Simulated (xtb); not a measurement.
**SiH$_{3}$S$_{3}$F: molecular dynamics (part 1 of 2)**

System: SiH$_{3}$S$_{3}$F, multiplicity 3.
Method: GFN2-xTB, GBSA solvent chcl3 (xtb 6.7.1).

The starting geometry was optimised with GFN2-xTB.

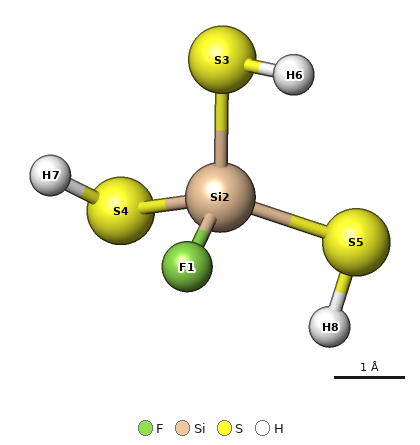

Figure 1. The structure as given in the input (ball-and-stick view, seen at a tilt; atoms are numbered from 1 in the order of the input).

The input (in.coord):
```
$coord angs
    -1.0515900     0.5679400     1.1745000  F
    -0.0362700     0.0252700     0.0365600  Si
     1.9281700     0.6477100     0.6022400  S
    -0.6551400     0.9082900    -1.8089200  S
    -0.2232100    -2.1040800     0.0192200  S
     2.0107500    -0.1454100     1.6601400  H
    -0.3702400     2.1513200    -1.4498100  H
    -1.5102600    -2.1082400    -0.2896500  H
$end
```

File input.inp:
```
$md
   temp=700
   time=0.1
   step=2
   dump=4
   hmass=2
   shake=2
$end
```

Launch command:
```bash
xtb in.coord --md -I input.inp -u 2 --gbsa chcl3 --gfn 2 > in.out
```

Output:
```
* xtb version 6.7.1
   ID    Z sym.   atoms
    1    9 F      1
    2   14 Si     2
    3   16 S      3-5
    4    1 H      6-8

           -------------------------------------------------
          |                Calculation Setup                |
           -------------------------------------------------

          program call               : xtb in.coord --md -I input.inp -u 2 --gbsa chcl3 --gfn 2
          coordinate file            : in.coord
          omp threads                :                     1

           -------------------------------------------------
          |                 G F N 2 - x T B                 |
           -------------------------------------------------

      * Hamiltonian:
        H0-scaling (s, p, d)           1.850000    2.230000    2.230000
        zeta-weighting                 0.500000
      * Dispersion:
        s8                             2.700000
        a1                             0.520000
        a2                             5.000000
        s9                             5.000000
      * Repulsion:
        kExp                           1.500000    1.000000
        rExp                           1.000000
      * Coulomb:
        alpha                          2.000000
        third order                    shell-resolved
        anisotropic                    true
        a3                             3.000000
        a5                             4.000000
        cn-shift                       1.200000
        cn-exp                         4.000000
        max-rad                        5.000000

      * Solvation model:               GBSA
        Solvent                        chcl3
        Parameter file                 internal GFN2-xTB/GBSA
        Dielectric constant                4.8100E+00
        Reference state                gsolv [1 M gas/solution]
        Free energy shift                  4.1068E-03 Eh       2.5771E+00 kcal/mol
        Temperature                        7.0000E+02 K
        Density                            1.4900E+00 kg/L
        Solvent mass                       1.1938E+02 g/mol
        Interaction kernel             Still
        Born radius scaling (c1)           1.3539E+00
        Born radii integrator          GBOBC
        Born offset                        1.4626E-02 a0       2.7639E-02 AA
        H-bond correction              false
        Ion screening                  false
        Surface tension                    1.0000E-05 Eh       1.5569E+01 dyn/cm
        Grid points                               230 per atom

          ...................................................
          :                      SETUP                      :
          :.................................................:
          :  # basis functions                  47          :
          :  # atomic orbitals                  43          :
          :  # shells                           17          :
          :  # electrons                        32          :
          :  max. iterations                   250          :
          :  Hamiltonian                  GFN2-xTB          :
          :  restarted?                      false          :
          :  GBSA solvation                   true          :
          :  PC potential                    false          :
          :  electronic temp.          300.0000000     K    :
          :  accuracy                    1.0000000          :
          :  -> integral cutoff          0.2500000E+02      :
          :  -> integral neglect         0.1000000E-07      :
          :  -> SCF convergence          0.1000000E-05 Eh   :
          :  -> wf. convergence          0.1000000E-03 e    :
          :  Broyden damping             0.4000000          :
          :  net charge                          0          :
          :  unpaired electrons                  2          :
          ...................................................

 iter      E             dE          RMSdq      gap      omega  full diag
   1    -17.6161981 -0.176162E+02  0.788E+00    0.56       0.0  T
   2    -17.6627470 -0.465488E-01  0.607E+00    0.30       1.0  T
   3    -17.6947335 -0.319865E-01  0.430E+00    0.48       1.0  T
   4    -17.6806637  0.140698E-01  0.546E+00    0.37       1.0  T
   5    -17.6918390 -0.111753E-01  0.491E+00    0.38       1.0  T
   6    -17.7147153 -0.228763E-01  0.324E+00    0.38       1.0  T
   7    -17.7179940 -0.327873E-02  0.293E+00    0.39       1.0  T
   8    -17.7084651  0.952899E-02  0.421E+00    0.47       1.0  T
   9    -17.7222051 -0.137401E-01  0.284E+00    0.48       1.0  T
  10    -17.7285382 -0.633307E-02  0.202E+00    0.46       1.0  T
  11    -17.7334938 -0.495564E-02  0.985E-01    0.46       1.0  T
  12    -17.7348863 -0.139251E-02  0.240E-01    0.46       1.0  T
  13    -17.7349398 -0.534233E-04  0.136E-01    0.46       1.0  T
  14    -17.7349651 -0.253011E-04  0.496E-02    0.46       1.0  T
  15    -17.7349471  0.179408E-04  0.120E-01    0.46       1.0  T
  16    -17.7349680 -0.208589E-04  0.276E-02    0.46       1.3  T
  17    -17.7349687 -0.712758E-06  0.173E-02    0.46       2.0  T
  18    -17.7349690 -0.319502E-06  0.998E-03    0.46       3.5  T
  19    -17.7349692 -0.142899E-06  0.115E-03    0.46      30.9  T
  20    -17.7349692  0.260552E-09  0.117E-03    0.46      30.3  T
  21    -17.7349692 -0.212182E-09  0.112E-03    0.46      31.4  T
  22    -17.7349692 -0.188064E-08  0.169E-04    0.46     209.2  T
  23    -17.7349692  0.257820E-10  0.211E-04    0.46     167.9  T

   *** convergence criteria satisfied after 23 iterations ***

         #    Occupation            Energy/Eh            Energy/eV
      -------------------------------------------------------------
         1        2.0000           -0.8917923             -24.2669
       ...           ...                  ...                  ...
        11        2.0000           -0.5050473             -13.7430
        12        2.0000           -0.4504973             -12.2587
        13        2.0000           -0.4498512             -12.2411
        14        1.9973           -0.4278885             -11.6434
        15        1.5385           -0.4224222             -11.4947
        16        1.4642           -0.4221393             -11.4870
        17        0.9999           -0.2282576              -6.2112 (HOMO)
        18        0.0001           -0.2112380              -5.7481 (LUMO)
        19        0.0000           -0.2096151              -5.7039
        20                         -0.1985703              -5.4034
        21                         -0.1639050              -4.4601
        22                         -0.1619287              -4.4063
       ...                                ...                  ...
        43                          0.8930420              24.3009
      -------------------------------------------------------------
                  HL-Gap            0.0170196 Eh            0.4631 eV
             Fermi-level           -0.3210512 Eh           -8.7362 eV

 transition dipole moment (au) for excitation:          16          17
     X       Y       Z
  -0.4406  -0.0637  -0.3503  total (au/Debye):    0.566   1.440
 dE (eV)             :    5.276
 oscillator strength :  0.58653E-01

 SCC (total)                   0 d,  0 h,  0 min,  0.011 sec
 SCC setup                      ...        0 min,  0.000 sec (  1.486%)
 Dispersion                     ...        0 min,  0.000 sec (  0.223%)
 classical contributions        ...        0 min,  0.000 sec (  0.105%)
 integral evaluation            ...        0 min,  0.001 sec ( 11.651%)
 iterations                     ...        0 min,  0.006 sec ( 49.886%)
 molecular gradient             ...        0 min,  0.002 sec ( 18.820%)
 printout                       ...        0 min,  0.002 sec ( 17.731%)

         :::::::::::::::::::::::::::::::::::::::::::::::::::::
         ::                     SUMMARY                     ::
         :::::::::::::::::::::::::::::::::::::::::::::::::::::
         :: total energy             -17.668270767237 Eh    ::
         :: total w/o Gsasa/hb       -17.660188349545 Eh    ::
         :: gradient norm              0.096196550467 Eh/a0 ::
         :: HOMO-LUMO gap              0.463127206910 eV    ::
         ::.................................................::
         :: SCC energy               -17.734959387409 Eh    ::
         :: -> isotropic ES            0.038452583782 Eh    ::
         :: -> anisotropic ES          0.004034676832 Eh    ::
         :: -> anisotropic XC         -0.007745177928 Eh    ::
         :: -> dispersion             -0.007601503284 Eh    ::
         :: -> Gsolv                  -0.011334419100 Eh    ::
         ::    -> Gelec               -0.003252001407 Eh    ::
         ::    -> Gsasa               -0.012189212467 Eh    ::
         ::    -> Ghb                  0.000000000000 Eh    ::
         ::    -> Gshift               0.004106794775 Eh    ::
         :: repulsion energy           0.066688620172 Eh    ::
         :: add. restraining           0.000000000000 Eh    ::
         :: total charge               0.000000000000 e     ::
         :::::::::::::::::::::::::::::::::::::::::::::::::::::

           -------------------------------------------------
          |                Property Printout                |
           -------------------------------------------------

    * Orbital Energies and Occupations

         #    Occupation            Energy/Eh            Energy/eV
      -------------------------------------------------------------
         1        2.0000           -0.8917923             -24.2669
       ...           ...                  ...                  ...
         5        2.0000           -0.6412922             -17.4504
         6        2.0000           -0.5514476             -15.0057
         7        2.0000           -0.5513667             -15.0035
         8        2.0000           -0.5373761             -14.6227
         9        2.0000           -0.5187008             -14.1146
        10        2.0000           -0.5181677             -14.1001
        11        2.0000           -0.5050473             -13.7430
        12        2.0000           -0.4504973             -12.2587
        13        2.0000           -0.4498512             -12.2411
        14        1.9973           -0.4278885             -11.6434
        15        1.5385           -0.4224222             -11.4947
        16        1.4642           -0.4221393             -11.4870
        17        0.9999           -0.2282576              -6.2112 (HOMO)
        18        0.0001           -0.2112380              -5.7481 (LUMO)
        19        0.0000           -0.2096151              -5.7039
        20                         -0.1985703              -5.4034
        21                         -0.1639050              -4.4601
        22                         -0.1619287              -4.4063
        23                         -0.1393946              -3.7931
        24                         -0.0599003              -1.6300
        25                         -0.0595683              -1.6209
        26                         -0.0445879              -1.2133
        27                         -0.0439427              -1.1957
        28                         -0.0406768              -1.1069
       ...                                ...                  ...
        43                          0.8930420              24.3009
      -------------------------------------------------------------
                  HL-Gap            0.0170196 Eh            0.4631 eV
             Fermi-level           -0.3210512 Eh           -8.7362 eV

     #   Z          covCN         q      C6AA      α(0)
     1   9 F        0.705    -0.243    11.697     4.038
     2  14 Si       3.333     0.593   112.189    21.260
     3  16 S        1.800    -0.303   154.169    20.899
     4  16 S        1.800    -0.293   153.731    20.869
     5  16 S        1.800    -0.297   153.905    20.881
     6   1 H        0.923     0.179     1.214     1.723
     7   1 H        0.923     0.181     1.198     1.712
     8   1 H        0.923     0.183     1.189     1.705

 Mol. C6AA /au·bohr⁶  :       2934.171490
 Mol. C8AA /au·bohr⁸  :     139634.636125
 Mol. α(0) /au        :         93.087911

Wiberg/Mayer (AO) data.
largest (>0.10) Wiberg bond orders for each atom

 ---------------------------------------------------------------------------
     #   Z sym  total        # sym  WBO       # sym  WBO       # sym  WBO
```
